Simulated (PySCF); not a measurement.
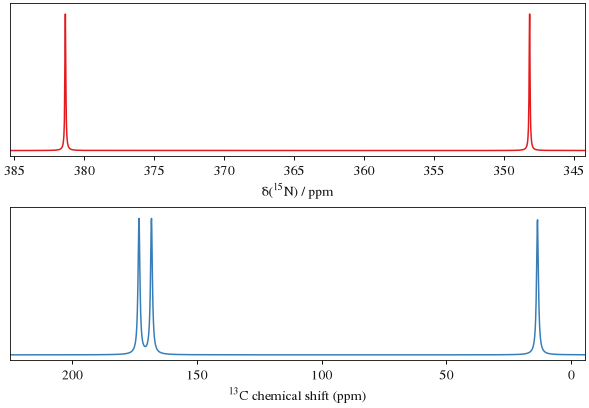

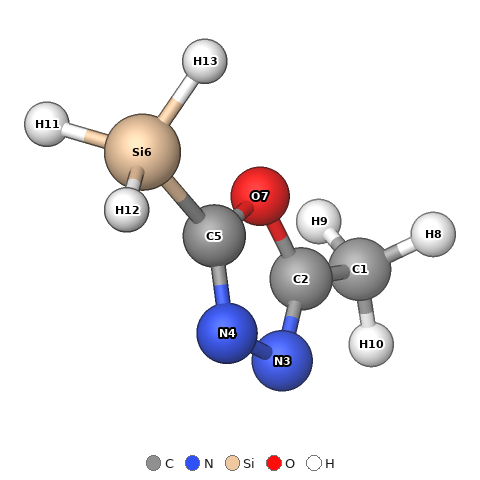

Spectrum and numbered structure of C₃H₆N₂OSi, SMILES Cc1nnc([SiH3])o1. GIAO shifts, PBE0/pcSseg-1 in PySCF, at a GFN2-xTB geometry (no frequency check), against NH₃ for ¹⁵N and TMS for ¹³C computed at the same level (¹⁵N: a single molecule, while the usual scales start at liquid NH₃ or nitromethane; multiply bonded nitrogen can come out tens of ppm too deshielded). Gas phase, fully decoupled, line heights follow the number of nuclei, widths are arbitrary (no quadrupolar broadening); values of one conformer, averaged over methyl-type rotors and exact or near symmetry.

Assign the ¹⁵N signals to the numbered atoms.

Answer.
| δ (ppm) | nuclei | atoms |
| --- | --- | --- |
| 381.3 | 1 | N4 |
| 348.1 | 1 | N3 |

Assign the ¹³C signals to the numbered atoms.

Answer.
| δ (ppm) | nuclei | atoms |
| --- | --- | --- |
| 173.2 | 1 | C2 |
| 168.2 | 1 | C5 |
| 13.5 | 1 | C1 |

Caveats: the tight-binding geometry is rougher than a DFT one and adds to the error.
